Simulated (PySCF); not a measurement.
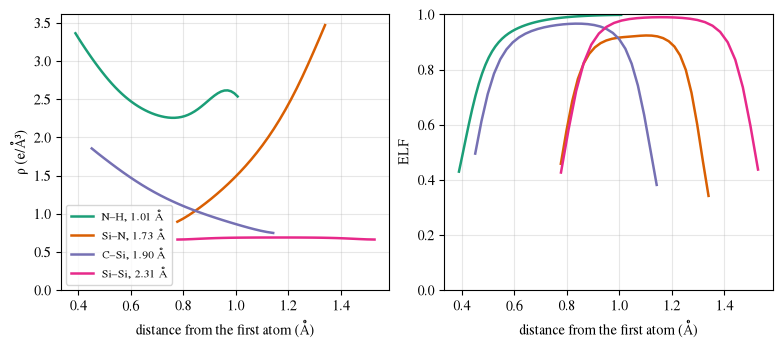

The picture shows: CH11NSi3. Electron density and ELF along straight lines between neighbouring atoms. The curves leave out the atomic cores.

Geometry: GFN2-xTB.

All numbers below come from PySCF 2.14.0, CAM-B3LYP/def2-SVPD, SCF density, gas phase.

```xyz
16

C     2.9904    0.2122   -0.4111
Si    1.4155    0.2395    0.6584
Si   -0.2597   -1.0451   -0.3052
Si   -2.4489   -0.5093    0.1834
N    -2.5157    1.2159    0.1016
H     2.8121    0.6700   -1.3804
H     3.8129    0.7456    0.0573
H     3.3190   -0.8080   -0.5893
H     1.0351    1.6510    0.8265
H     1.7948   -0.2371    1.9980
H    -0.0505   -2.4630    0.0424
H    -0.0654   -1.0543   -1.7708
H    -3.4525   -1.1744   -0.6732
H    -2.8696   -0.7930    1.5599
H    -3.3525    1.6802    0.4155
H    -2.1727    1.6788   -0.7244
```

**What can be read from the curves?**

N–H (1.01 Å): ρ at the midpoint is about 2.8 e/Å³; the ELF climbs to about 1 towards the hydrogen, as it does in any bond to H; an ordinary covalent bond to hydrogen.
Si–N (1.73 Å): the density is about 1.1 e/Å³ at the midpoint; the ELF peaks at about 0.90 between the atoms, as expected for a shared but strongly polarised pair.
C–Si (1.90 Å): ρ is about 0.92 e/Å³ halfway; the ELF peaks at about 0.95 between the atoms (a shared electron pair).
Si–Si (2.31 Å): the density is about 0.69 e/Å³ at the midpoint; the ELF peaks at about 1 between the atoms (a covalent bond).
